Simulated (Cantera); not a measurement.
Input: 1 mol Si, a varied amount of HBr, 0.15 mol H2, at 748.15 K and 0.0100 bar.

Cantera equilibrium calculation (NASA polynomials, part measured and part estimated; ideal gas, pure solids and liquids). Candidate condensed phases: Br2, Si; 19 gas species. The tables' values for SiBr3 are old estimates; treat these amounts as uncertain. The numbers say what is thermodynamically allowed, not how fast it happens.

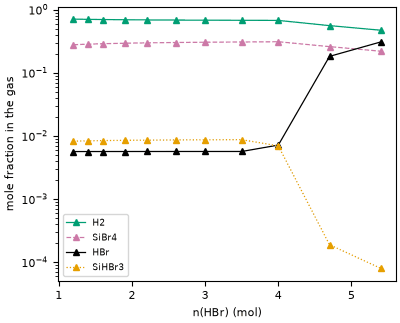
Figure. Equilibrium gas composition (values under 1e-9 drawn at 1e-9)

**Question.** Read off the mole fractions at 4.7 mol HBr.

**Answer.** H2 about 0.56, SiBr4 about 0.26, HBr about 0.18, SiHBr3 about 0.00019.
